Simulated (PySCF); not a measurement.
# Run report: C$_{4}$H$_{8}$OSSi, excited-state calculation

- system: C$_{4}$H$_{8}$OSSi
- method: TDDFT CAM-B3LYP/def2-SVPD, vertical, gas phase, core orbitals frozen in the response (PySCF 2.14.0)

The geometry comes from this level: GFN2-xTB.

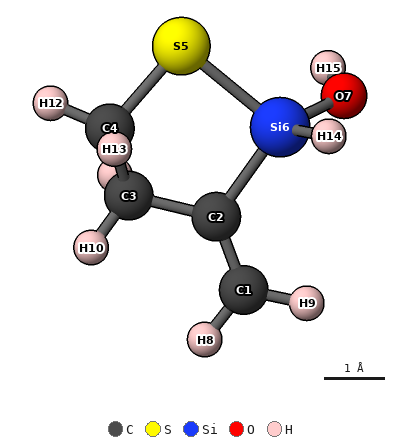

Fig. 1: The structure as given in the input (ball-and-stick view, seen at a tilt; atoms are numbered from 1 in the order of the input).

**Summary**

- outcome: converged
- total energy: −919.732838 hartree
- HOMO: −8.21 eV
- LUMO: 0.31 eV
- dipole moment: 2.29 D
- mean polarisability: 93.29 a.u.
- lowest singlet excitation: 5.53 eV
- hardware: 1 CPU thread, shared host
- wall time: 92 s
- peak memory: 1 GiB

**Input**
```
{"job": {"kind": "uv", "xc": "CAM-B3LYP", "basis": "def2-SVPD", "nstates": 8, "ntriplets": 3}, "charge": 0, "multiplicity": 1}
C      0.863005     1.827410    -0.478892
C      0.302698     0.675283    -0.142518
C     -1.013890     0.584563     0.579184
C     -1.755347    -0.678282     0.162723
S     -0.647185    -2.129528     0.275143
Si     1.018967    -1.032734    -0.524388
O      2.420276    -1.434407     0.182776
H      0.407191     2.779733    -0.252000
H      1.810291     1.862302    -0.989068
H     -1.636108     1.461247     0.385504
H     -0.820836     0.537352     1.656030
H     -2.606443    -0.883189     0.809279
H     -2.099100    -0.609119    -0.869476
H      1.268892    -1.304638    -1.927768
H      2.483177    -1.648003     1.111557
```

The first line tells a small driver script what to run in PySCF; the rest is the geometry in Å.

Launched with:
```bash
OMP_NUM_THREADS=1 python <driver script> task.json out
```

**The program's output**
```
coarse grid: 13640 points
cycle   1  E = -919.5064710250  dE =  1.028e+00  |g| = 6.946e-01  |ddm| = 6.365e+00
cycle   2  E = -919.4644133278  dE =  4.206e-02  |g| = 8.815e-01  |ddm| = 2.026e+00
cycle   3  E = -919.6078580540  dE = -1.434e-01  |g| = 8.070e-02  |ddm| = 9.753e-01
cycle   4  E = -919.6092599928  dE = -1.402e-03  |g| = 3.028e-02  |ddm| = 1.941e-01
cycle   5  E = -919.6095043719  dE = -2.444e-04  |g| = 7.420e-03  |ddm| = 6.678e-02
cycle   6  E = -919.6095167282  dE = -1.236e-05  |g| = 3.307e-03  |ddm| = 2.144e-02
cycle   7  E = -919.6095195958  dE = -2.868e-06  |g| = 6.360e-04  |ddm| = 6.977e-03
final grid: 122688 points
cycle   8  E = -919.7328363007  dE = -3.052e-05  |g| = 2.695e-03  |ddm| = 8.404e-02
cycle   9  E = -919.7328368531  dE = -5.524e-07  |g| = 2.404e-03  |ddm| = 1.078e-02
cycle  10  E = -919.7328383547  dE = -1.502e-06  |g| = 2.791e-04  |ddm| = 4.016e-03
cycle  11  E = -919.7328383684  dE = -1.378e-08  |g| = 1.896e-04  |ddm| = 8.661e-04
cycle  12  E = -919.7328383761  dE = -7.615e-09  |g| = 3.564e-05  |ddm| = 2.762e-04
cycle  13  E = -919.7328383764  dE = -3.326e-10  |g| = 9.456e-06  |ddm| = 8.214e-05
```

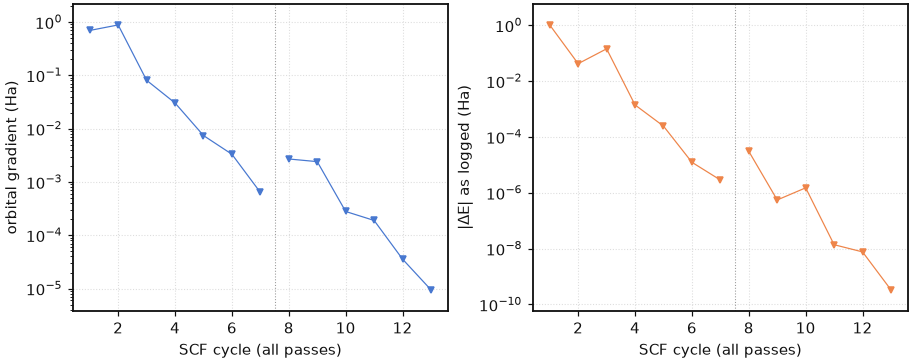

Fig. 2: Convergence of the self-consistent field: orbital gradient and size of the energy change against the SCF cycle. The dotted line marks the change from a coarse to the final integration grid. The first 7 cycles use a coarse grid, the final grid takes over at cycle 8, and the field converges after 13 cycles in all.

```
converged SCF energy = -919.7328383764

Static polarisability (au): isotropic 93.288, principal 74.037 95.804 110.022

Singlet excitations
state   eV       nm        f      main configurations
  1   5.5310    224.2   0.02332   H->L 0.75, H->L+2 0.10
  2   5.9642    207.9   0.02287   H->L+2 0.30, H->L+1 0.22, H->L 0.12
  3   6.2159    199.5   0.00781   H-2->L 0.58
  4   6.4612    191.9   0.05360   H->L+1 0.39, H->L+2 0.29, H->L+3 0.22
  5   6.6747    185.8   0.25889   H-1->L 0.85
  6   7.0344    176.3   0.01287   H->L+4 0.39, H->L+1 0.20, H->L+3 0.17
  7   7.1413    173.6   0.03093   H->L+3 0.31, H->L+4 0.20, H->L+2 0.19
  8   7.2306    171.5   0.02036   H-3->L 0.44, H-2->L 0.12, H->L+4 0.08

Triplet excitations (Tamm-Dancoff, eV): 4.0935 5.2241 5.5306
```

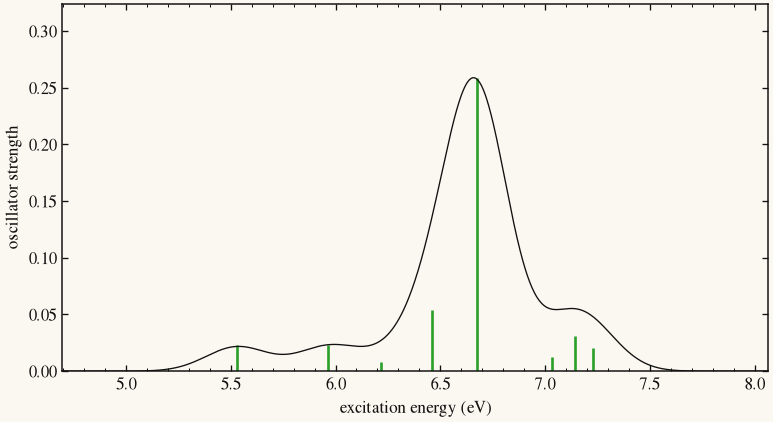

Fig. 3: Computed excitations as sticks (degenerate states added up, dark ones marked on the axis), with a Gaussian envelope of 0.35 eV full width at half maximum, scaled to the tallest. Of the 8 states the lowest lies at 5.53 eV (f = 0.023); the strongest line is at 6.67 eV, or 186 nm (f = 0.259).

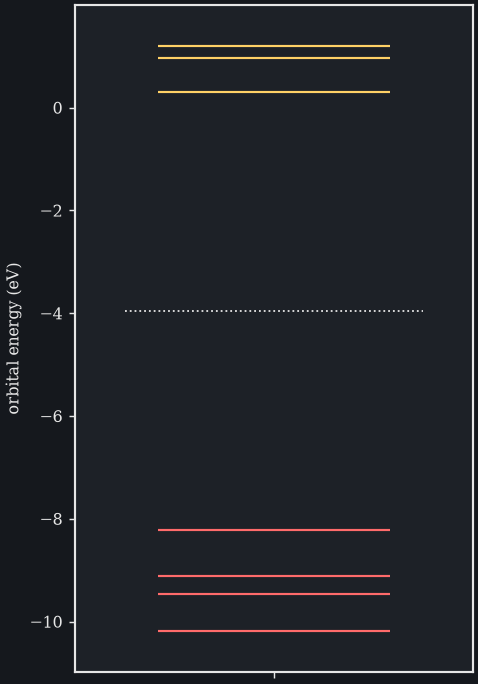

Fig. 4: Orbital energies near the frontier; the dotted line parts filled from empty levels, and levels within 0.02 eV of each other stand side by side. Highest filled −8.21 eV, lowest empty 0.31 eV, 8.52 eV apart.
